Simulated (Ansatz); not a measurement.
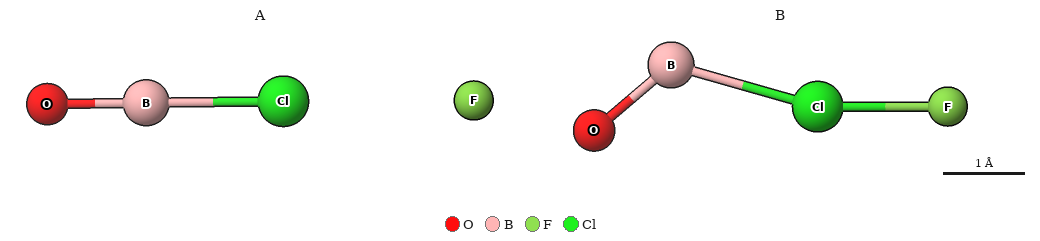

Two geometries of BOClF (charge −1), drawn at one scale. One is the start of a relaxation, the other its converged end. A ball-and-stick model, seen face on.

Computed with Ansatz, RKS PBE-D4/def2-SVPD. (force threshold 0.03 eV/Å; at most 250 steps)

### Which one is relaxed?

Structure A is the relaxed one. It is one of the separated reactants of a reaction. The largest move after the best rigid fit is that of the F atom, 0.58 Å. By element the largest moves are F 0.58 Å, B 0.47 Å, O 0.47 Å, Cl 0.20 Å. Some distances before and after: Cl–F 1.620 → 2.378 Å, B–Cl 1.910 → 1.713 Å, B–O 1.257 → 1.235 Å. Bonds break, among them: Cl–F (1.62 → 2.38 Å). Among the angles between lasting bonds that change: O–B–Cl 123.8° → 179.8°. Over 6 geometry steps the energy falls by 3.680 eV. The largest force component goes from 7.5 to 0.016 eV/Å. The run took 3 s on 2 threads of AMD EPYC 9R45 96-Core, on a shared host.
